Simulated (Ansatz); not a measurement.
A series of calculations on SiNH2F

Part 1: Relaxation

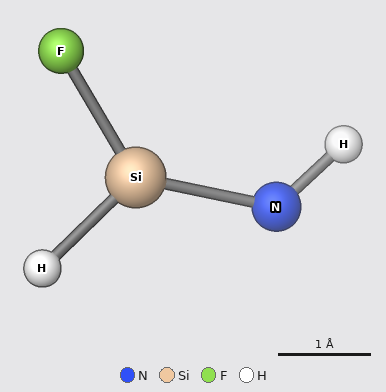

This is the input geometry for a relaxation of SiNH$_{2}$F. A ball-and-stick model, seen from a free direction.

The run prepares an end point of a later path (hydrogen shift) calculation, from a guessed geometry.

Computed with RKS B3LYP-D4/cc-pVDZ in Ansatz 0.2.0.

Input
```yaml
crystal:
  periodic: [false, false, false]
  atoms:
    - { symbol: "N", position_ang: [-0.65213, -1.04178, 0.13387] }
    - { symbol: Si, position_ang: [0.34316, 0.2128, 0.0785] }
    - { symbol: F, position_ang: [0.23867, 1.66602, -0.61643] }
    - { symbol: H, position_ang: [-1.5626, -1.09888, -0.29657] }
    - { symbol: H, position_ang: [1.63289, 0.26185, 0.70063] }
basis:
  gaussian: { orbitals: cc-pVDZ }
hamiltonian:
  xc: b3lyp
  dispersion: d4
relax:
  f_tol: 0.02
  max_steps: 50
output:
  orbitals: {}
```

Run as
```bash
ansatz run input.yaml --threads 1 --pin off --max-ram 2048MiB --backend cpu --events-out ev --progress --plain --runs-dir out
```

Question: Predict the outcome.

Answer: Over 6 geometry steps the energy falls by 0.060 eV. Largest force component: 0.97 eV/Å at the start, 0.0034 eV/Å at the end. The largest move after the best rigid fit is that of F3, 0.075 Å. Largest moves by element: F 0.075 Å, H 0.070 Å, N 0.027 Å, Si 0.007 Å. Among the contacts that change: Si2–H5 1.433 → 1.475 Å, Si2–F3 1.614 → 1.644 Å, N1–H4 1.009 → 1.021 Å. Bond angles that change, for instance: F3–Si2–H5 102.4° → 107.2°, Si2–N1–H4 126.2° → 122.1°, N1–Si2–H5 124.8° → 121.1°.

The structure at the end:

```xyz
5

N    -0.6304   -1.0490    0.1480
Si    0.3411    0.2181    0.0744
F     0.1760    1.6818   -0.6545
H    -1.5452   -1.0589   -0.3053
H     1.6584    0.2081    0.7374
```

After the run, drawn alike:

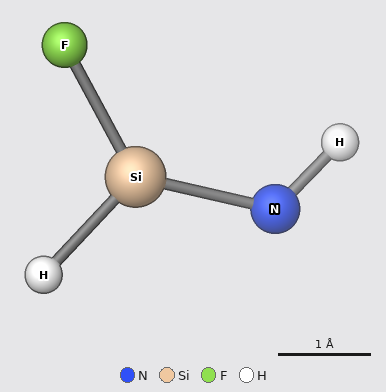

Part 2: Relaxation

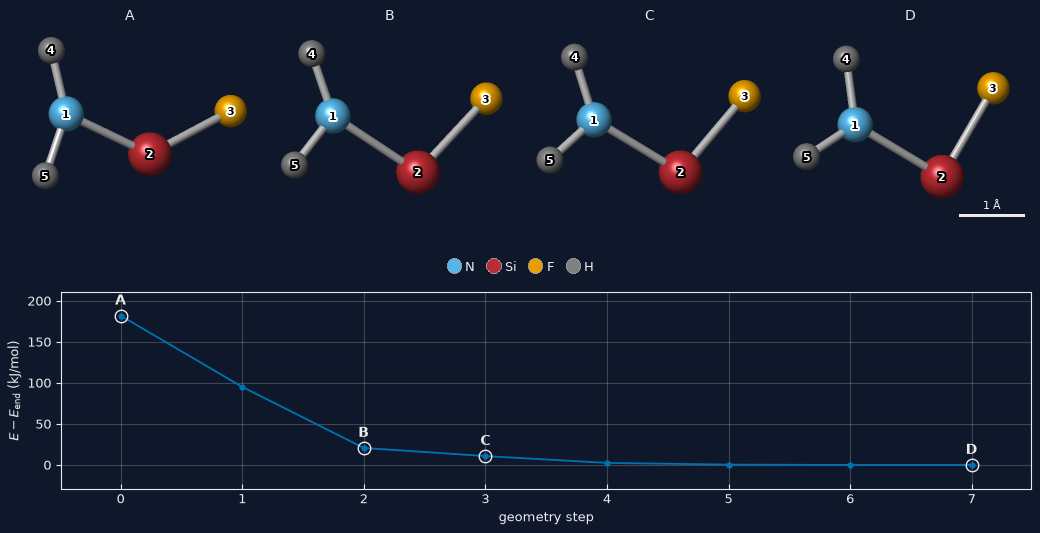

Frames of a relaxation of SiNH₂F, marked on the history of the run. Style: ball-and-stick. Shown at a tilt.

The run prepares an end point of a later path (hydrogen shift) calculation, from a guessed geometry.

These are results of RKS B3LYP-D4/cc-pVDZ in Ansatz, not measurements.

The input:
```yaml
crystal:
  periodic: [false, false, false]
  atoms:
    - { symbol: "N", position_ang: [-0.65213, -1.04178, 0.13387] }
    - { symbol: Si, position_ang: [0.34316, 0.2128, 0.0785] }
    - { symbol: F, position_ang: [0.23867, 1.66602, -0.61643] }
    - { symbol: H, position_ang: [-1.5626, -1.09888, -0.29657] }
    - { symbol: H, position_ang: [0.03681, -1.56644, 0.7098] }
basis:
  gaussian: { orbitals: cc-pVDZ }
hamiltonian:
  xc: b3lyp
  dispersion: d4
relax:
  f_tol: 0.02
  max_steps: 50
```

Run as
```bash
ansatz run input.yaml --threads 1 --pin off --max-ram 2048MiB --backend cpu --events-out ev --progress --plain --runs-dir out
```

**What happens along the run?**

The energy falls by 181.9 kJ/mol in 7 geometry steps. Largest force component: 5.7 eV/Å at the start, 0.0088 eV/Å at the end. F3 moves most after the best rigid fit: 0.46 Å. By element the largest moves are F 0.46 Å, H 0.44 Å, Si 0.41 Å, N 0.23 Å. Among the contacts that change: Si2–H5 1.913 → 2.438 Å, N1–Si2 1.602 → 1.730 Å, Si2–F3 1.614 → 1.674 Å, N1–H5 1.040 → 1.018 Å. Among the angles between lasting bonds that change: N1–Si2–F3 132.8° → 97.4°, Si2–N1–H5 90.2° → 123.0°, H4–N1–H5 143.7° → 112.5°. Cost: 11 s on 1 thread of Arm Neoverse V2 (shared host), peak memory 0.12 GiB. From step 0 to 2: Si2 moves most (0.31 Å), energy −161.2 kJ/mol. From step 2 to 3: H5 moves most (0.11 Å), energy −9.91 kJ/mol. From step 3 to 7: F3 moves most (0.23 Å), energy −10.8 kJ/mol.

```json
{"step": "0", "E − E(0), kJ/mol": "0.00", "largest force component, eV/Å": "5.7499"}
{"step": "1", "E − E(0), kJ/mol": "-86.80", "largest force component, eV/Å": "3.4385"}
{"step": "2", "E − E(0), kJ/mol": "-161.22", "largest force component, eV/Å": "0.9567"}
{"step": "3", "E − E(0), kJ/mol": "-171.13", "largest force component, eV/Å": "0.6653"}
{"step": "4", "E − E(0), kJ/mol": "-179.45", "largest force component, eV/Å": "0.5919"}
{"step": "5", "E − E(0), kJ/mol": "-181.54", "largest force component, eV/Å": "0.3712"}
{"step": "6", "E − E(0), kJ/mol": "-181.94", "largest force component, eV/Å": "0.0425"}
{"step": "7", "E − E(0), kJ/mol": "-181.94", "largest force component, eV/Å": "0.0088"}
```

Part 3: Path

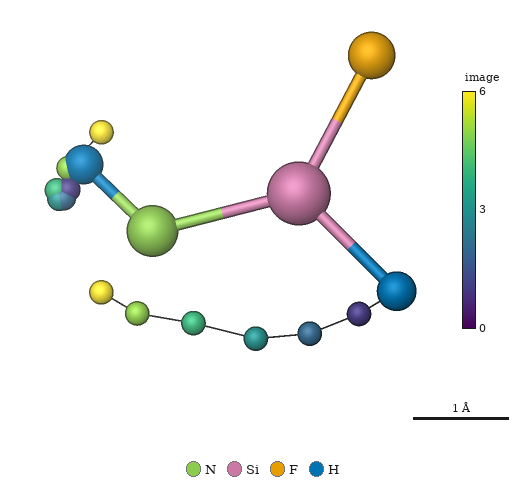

A search for the minimum-energy path of SiNH2F by the nudged elastic band. Images are numbered from 0 (start) to 6 (end). The start is drawn whole; smaller spheres mark the moving atoms (H) in the later images, joined by lines and coloured by the number of the image. Style: ball-and-stick. Shown face on.

Level of theory: RKS B3LYP-D4/cc-pVDZ in Ansatz 0.2.0. Settings: 5 movable images; climbing image; force threshold 0.05 eV/Å; iteration limit 60; starting path through a guess of the saddle point.

> Describe the path and its energy.

A hydrogen atom shifts from one atom to another. Breaking: H–Si (1.47 → 2.44 Å). Forming: H–N (2.68 → 1.02 Å). The energy climbs by 46.1 kcal/mol to image 3 and then falls by 73.7 kcal/mol, so the end point sits at −27.6 kcal/mol. The band converged in 7 iterations. The largest component of the band force went from 5.8 to 0.027 eV/Å. The climbing image converged on the top of the path. Its vibrational analysis gives 2 imaginary modes over 30i cm⁻¹, so it isn't confirmed as a transition state.

Cost: 41 s on 1 thread of Arm Neoverse V2, on a shared host, peak memory 0.1 GiB.
